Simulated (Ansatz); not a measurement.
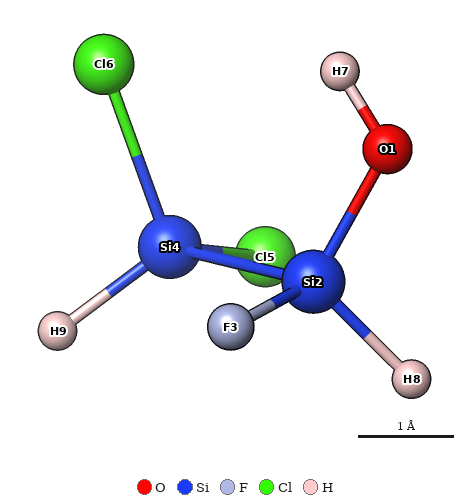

Figure 1. The structure as given in the input (ball-and-stick view, seen at a tilt; atoms are numbered from 1 in the order of the input). Bond lengths as drawn: Cl–Si 2.05 to 2.06 Å, F–Si 1.60 Å, H–O 0.96 Å, H–Si 1.48 Å, O–Si 1.63 Å and Si–Si 2.35 Å.

# Si$_{2}$H$_{3}$Cl$_{2}$OF: one change and its effect

System: Si$_{2}$H$_{3}$Cl$_{2}$OF.
Method of run 1: RKS B2PLYP (frozen core)/def2-TZVPP (Ansatz 0.2.0).

The geometry comes from this level: PBE0-D4/def2-TZVP. Text and figures count atoms from 1; the logs count them from 0 in places.

### The input, run 1
```yaml
crystal:
  periodic: [false, false, false]
  atoms:
    - {symbol: O, position_ang: [1.839348, -0.673997, -0.452149]}
    - {symbol: Si, position_ang: [0.407935, -1.030778, 0.237934]}
    - {symbol: F, position_ang: [0.558642, -1.259323, 1.813010]}
    - {symbol: Si, position_ang: [-1.031081, 0.807003, -0.036405]}
    - {symbol: Cl, position_ang: [-1.858671, 0.742513, -1.910665]}
    - {symbol: Cl, position_ang: [0.183525, 2.466772, 0.113932]}
    - {symbol: H, position_ang: [2.178855, 0.219081, -0.357169]}
    - {symbol: H, position_ang: [-0.057408, -2.297484, -0.361246]}
    - {symbol: H, position_ang: [-2.132642, 0.979812, 0.935859]}
basis:
  gaussian: {orbitals: def2-TZVPP}
hamiltonian: {xc: {name: B2PLYP}}
```

Hardware: 4 CPU threads, shared host.

### Output (run 1)
```
Functional definition: B2PLYP
  parameter a = 0.53
  parameter c = 0.27
  exchange = (1 - a)*b88_x + a*exact_x
  correlation = (1 - c)*lyp_c + c*(mp2_os + mp2_ss)
1635 factors; integrals over basis functions are off by at most 8.9e-4 eV
mean field evaluation 1: about -45592.1343 eV, gradient 5.4e1 eV
mean field evaluation 2: about -45592.3581 eV, gradient 5.4e1 eV
mean field evaluation 4: about -45596.8458 eV, gradient 3.5e0 eV
mean field evaluation 8: about -45596.8860 eV, gradient 4.7e-1 eV
mean field evaluation 16: about -45596.8864 eV, gradient 1.4e-4 eV
mean field -45596.88635039 eV, -1675.6546666973 hartree, gradient 3.8e-6 eV, S^2 0.000000; 0 other end points of the search recorded, 0 dependent functions left out
22 core orbitals not correlated: weight in the atoms' cores, before any rotation towards them, 1.000 or more for the frozen orbitals, at most 0.000 for the correlated occupied ones
reference -45596.88653844 eV, -1675.6546736080 hartree; 19, 19 occupied and 231, 231 virtual orbitals, 1635 factors
second order -36.03558225 eV of doubles, -0.00000000 eV of singles
Total energy: -45606.61614565 eV, -1676.0122300779 hartree
```

The input of run 2 differs as follows (lines with − go, lines with + come):
```diff
-hamiltonian: {xc: {name: B2PLYP}}
+hamiltonian: {xc: {name: PBE-QIDH}}
```

Predict how the results change.

The total energies belong to different methods, so their difference says nothing on which is more stable or more accurate. The functional changes from B2PLYP to PBE-QIDH.

### Output (run 2)
```
Functional definition: PBE-QIDH
  parameter a = 3^(-1/3)
  parameter c = 1/3
  exchange = (1 - a)*pbe_x + a*exact_x
  correlation = (1 - c)*pbe_c + c*(mp2_os + mp2_ss)
1635 factors; integrals over basis functions are off by at most 8.9e-4 eV
mean field evaluation 1: about -45578.2369 eV, gradient 4.8e1 eV
mean field evaluation 2: about -45578.5216 eV, gradient 4.8e1 eV
mean field evaluation 4: about -45582.4276 eV, gradient 2.6e0 eV
mean field evaluation 8: about -45582.4650 eV, gradient 3.4e-1 eV
mean field evaluation 16: about -45582.4652 eV, gradient 1.4e-4 eV
mean field -45582.46520054 eV, -1675.1246992152 hartree, gradient 3.8e-6 eV, S^2 0.000000; 0 other end points of the search recorded, 0 dependent functions left out
22 core orbitals not correlated: weight in the atoms' cores, before any rotation towards them, 1.000 or more for the frozen orbitals, at most 0.000 for the correlated occupied ones
reference -45582.46521381 eV, -1675.1246997030 hartree; 19, 19 occupied and 231, 231 virtual orbitals, 1635 factors
second order -33.52344013 eV of doubles, -0.00000000 eV of singles
Total energy: -45593.63969386 eV, -1675.5353542702 hartree
```

### The two runs side by side

```csv
quantity,run 1,run 2
outcome,converged,converged
total energy (hartree),−1676.012230,−1675.535354
basis functions,272,272
wall time (shared host),9 s,9 s
```
